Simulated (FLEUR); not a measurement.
# Cobalt: a ladder in the basis cutoff, part 3 of 3

Two starts of Cobalt are run at each rung of the basis cutoff. Which rung is enough?

FLEUR MaX-R8.1; PBE; all-electron FLAPW, Dirac cores, scalar-relativistic bands.

So far, largest spin moment in the muffin-tin sphere (μB): step 4 (rung 2 (Kmax 2.7 1/bohr), start ferro ++) 1.69; step 7 (rung 3 (Kmax 3.24 1/bohr), start antiferro +-) 1.000; step 8 (rung 4 (Kmax 3.78 1/bohr), start ferro ++) 1.71; step 9 (rung 4 (Kmax 3.78 1/bohr), start antiferro +-) 1.01; step 10 (rung 5 (Kmax 4.32 1/bohr), start ferro ++) 1.72.

### Step 11. Rung 5 (Kmax 4.32 1/bohr), start antiferro +-

The input, inp.xml:

```
<?xml version="1.0" encoding="UTF-8" standalone="no"?>
<fleurInput fleurInputVersion="0.39">
   <comment>
      Co
   </comment>
   <calculationSetup>
      <cutoffs Kmax="4.32" Gmax="13.0" GmaxXC="13.0" numbands="0"/>
      <scfLoop itmax="90" minDistance="0.00002" maxIterBroyd="15" imix="Anderson" alpha="0.05" precondParam="0.0" spinf="2.0" sdNocoIR="T"/>
      <coreElectrons ctail="T" frcor="F" kcrel="0" coretail_lmax="0"/>
      <xcFunctional name="pbe" relativisticCorrections="F"/>
      <magnetism jspins="2"/>
      <soc l_soc="F" theta="0.0" phi="0.0" spav="F"/>
      <expertModes spex="0" secvar="F"/>
      <geometryOptimization l_f="F" forcealpha="1.0" forcemix="BFGS" epsdisp="0.00001" epsforce="0.00001"/>
      <ldaU l_linMix="F" mixParam="0.05" spinf="1.0"/>
   </calculationSetup>
   <cell>
      <bzIntegration valenceElectrons="34.0" mode="hist" fermiSmearingEnergy="0.00293995">
         <kPointListSelection listName="default-1"/>
         <xi:include xmlns:xi="http://www.w3.org/2001/XInclude" href="kpts.xml"> </xi:include>
      </bzIntegration>
      <xi:include xmlns:xi="http://www.w3.org/2001/XInclude" href="sym.xml"> </xi:include>
      <bulkLattice scale="1.0">
         <bravaisMatrix>
            <row-1>    4.7382992847653478     0.0000000000188973     0.0000000000000000</row-1>
            <row-2>   -2.3691496423921228     4.1034875513345304     0.0000000000000000</row-2>
            <row-3>    0.0000000000000000     0.0000000000000000     7.6909963545095392</row-3>
         </bravaisMatrix>
      </bulkLattice>
   </cell>
   <atomSpecies>
      <species name="Cobalt (Co2.000" element="Co" atomicNumber="27">
         <mtSphere radius="2.3" gridPoints="761" logIncrement="0.016"/>
         <atomicCutoffs lmax="8" lnonsphr="6"/>
         <electronConfig flipSpins="F">
            <coreConfig>(1s1/2) (2s1/2) (2p1/2) (2p3/2)</coreConfig>
            <valenceConfig>(3s1/2) (3p1/2) (3p3/2) (4s1/2) (3d3/2) (3d5/2)</valenceConfig>
            <stateOccupation state="(3d3/2)" spinUp="1.5" spinDown="1.3"/>
            <stateOccupation state="(3d5/2)" spinUp="3.0" spinDown="1.2"/>
         </electronConfig>
         <energyParameters s="4" p="4" d="3" f="4"/>
         <lo type="SCLO" l="0" n="3" eDeriv="0"/>
         <lo type="SCLO" l="1" n="3" eDeriv="0"/>
      </species>
      <species name="Cobalt (Co-2.000" element="Co" atomicNumber="27">
         <mtSphere radius="2.3" gridPoints="761" logIncrement="0.016"/>
         <atomicCutoffs lmax="8" lnonsphr="6"/>
         <electronConfig flipSpins="F">
            <coreConfig>(1s1/2) (2s1/2) (2p1/2) (2p3/2)</coreConfig>
            <valenceConfig>(3s1/2) (3p1/2) (3p3/2) (4s1/2) (3d3/2) (3d5/2)</valenceConfig>
            <stateOccupation state="(3d3/2)" spinUp="1.3" spinDown="1.5"/>
            <stateOccupation state="(3d5/2)" spinUp="1.2" spinDown="3.0"/>
         </electronConfig>
         <energyParameters s="4" p="4" d="3" f="4"/>
         <lo type="SCLO" l="0" n="3" eDeriv="0"/>
         <lo type="SCLO" l="1" n="3" eDeriv="0"/>
      </species>
   </atomSpecies>
   <atomGroups>
      <atomGroup species="Cobalt (Co2.000">
         <relPos label="                   1">1.000/3.000 -1.000/3.000 1.000/4.000</relPos>
         <force calculate="T" relaxXYZ="TTT"/>
      </atomGroup>
      <atomGroup species="Cobalt (Co-2.000">
         <relPos label="                   2">-1.000/3.000 1.000/3.000 -1.000/4.000</relPos>
         <force calculate="T" relaxXYZ="TTT"/>
      </atomGroup>
   </atomGroups>
   <output dos="F" band="F" slice="F">
      <bandDOS minEnergy="-.5*Htr" maxEnergy="0.5*Htr" sigma="0.015" storeEVData="T"/>
      <plotting iplot="0" polar="F">
         <plot TwoD="T" vec1="  1.0  0.0  0.0" vec2="  0.0  1.0  0.0" vec3="  0.0  0.0  1.0" zero="  0.0  0.0  0.0" file="plot"/>
      </plotting>
      <moessbauerParams electricFieldGradient="F" isomerShift="F" coreHyperfine="F" valenceHyperfine="F"/>
   </output>
</fleurInput>
```

The input, crystal.txt:

```
Co
&input film=F cartesian=F /
2.50739999997  0.00000000001  0.00000000000
-1.25369999999  2.17147209742  0.00000000000
0.00000000000  0.00000000000  4.06990000000
1.8897261246
1.0 1.0 1.0

2
27 0.33333333333  0.66666666667  0.25000000000 : 2.000
27 0.66666666667  0.33333333333  0.75000000000 : -2.000

&kpt div1=12 div2=12 div3=12 gamma=T /
```

Run with:

```bash
$ OMP_NUM_THREADS=1 inpgen -f crystal.txt > inpgen.log  # inp.xml is then edited as shown
$ OMP_NUM_THREADS=1 mpirun -n 2 fleur_MPI > fleur.log
```

The program printed:

```text
[banner, memory and clock lines left out]
Welcome to FLEUR        (www.flapw.de)
      MaX-Release 8.1          (www.max-centre.eu)

 ========== k-point set info ==========
 Selected k-point list: default-1
 k-point list type: mesh
 0 x 0 x 0
 Number of k points: 134

 [... set-up left out ...]
 Iteration:     1   Distance:      13.80653510 me/bohr^3
 Iteration:     2   Distance:      13.37167356 me/bohr^3
 Iteration:     3   Distance:      10.53207184 me/bohr^3
 Iteration:     4   Distance:       5.67601838 me/bohr^3
 Iteration:     5   Distance:       4.83098878 me/bohr^3
[...]
<sumOfEigenvalues value="    -1603.2934031998">
               <coreElectrons value="-1574.7228795768"/>
               <valenceElectrons value="-28.5705236230"/>
            </sumOfEigenvalues>
         [... left out ...]
            <freeEnergy value="-2786.9416270153"/>
            <extrapolationTo0K value="-2786.9396179601"/>
         </totalEnergy>
         <densityConvergence units="me/bohr^3">
            <chargeDensity spin="1" distance="0.0000056602"/>
            <chargeDensity spin="2" distance="0.0000060855"/>
            <overallChargeDensity distance="0.0000063378"/>
            <spinDensity distance="0.0000098982"/>
         </densityConvergence>
      </iteration>
```

Wall time 3.3 min (2 MPI ranks of Arm Neoverse N1, shared host); peak memory 0.16 GiB; 6.6 min of CPU time.

This step gave:

* free energy: -75836.5451 eV
* program's band gap on this mesh (in a metal only a level spacing): 1.32e-7 eV
* magnetization: 0 μB
* final state: antiferromagnetic
* largest moment: 1.015 μB

This start lies +220.8 meV a seeded atom from the first, a change of +0.1 meV since rung 4; its largest moment is 1.02 μB.

### Step 12. The rungs together

Ladder, by row:

```
rung  Kmax (1/bohr)  state from the first start  state from the second start  second less first (meV a seeded atom)  moment, first (μB)  moment, second (μB)  CPU time (s), all starts
   1           2.16                non-magnetic                 non-magnetic                               -1.16e-4                   0                    0                     80.53
   2            2.7               ferromagnetic            antiferromagnetic                                  230.8               1.685                1.209                       110
   3           3.24               ferromagnetic            antiferromagnetic                                  221.3               1.704               0.9995                     199.2
   4           3.78               ferromagnetic            antiferromagnetic                                  220.7               1.713                1.012                     331.4
   5           4.32               ferromagnetic            antiferromagnetic                                  220.8               1.716                1.015                     514.8
```

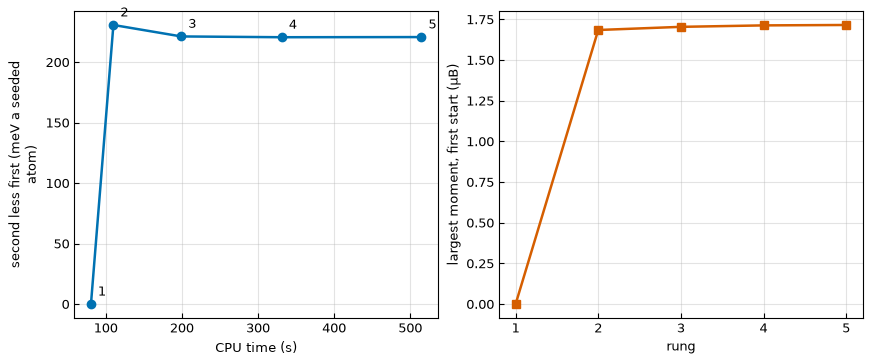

Result against cost, rungs numbered as in the table, and the moment by rung.

### Step 13. Results

- range of the moment in the table, first start: 0 to 1.72 μB
- range of CPU time: 81 s to 8.6 min
- range of the energy difference: -1.2e-4 to 231 meV a seeded atom
- first rung from which all stay within 11 meV of the last, moments within 0.06 μB: 3

From rung 3 on the result stays within 0.52 meV of the last rung, inside the margin of 11 meV (5 % of the last value, 2 meV at least; moments within 0.06 μB), at 39 % of the last rung's cost. Differences are of free energies, so a wide smearing enters them. The end states change along the ladder, as the table shows.

[Logs and program files are shortened in this print: banners, set-up blocks, solver, clock and traceback lines can be left out without a mark of their own.]

[Logs are printed without paths, hosts, clocks, repeated set-up lines and the standing remarks that a program may print on its own settings, such as how far it seeks lower states.]

[Hosts, paths, dates, database ids (printed as entryN), source tags and the programs' standing remarks are cut or masked in the printed files.]

[Where a cell is said to come from a database of computed structures, the database is the Materials Project.]
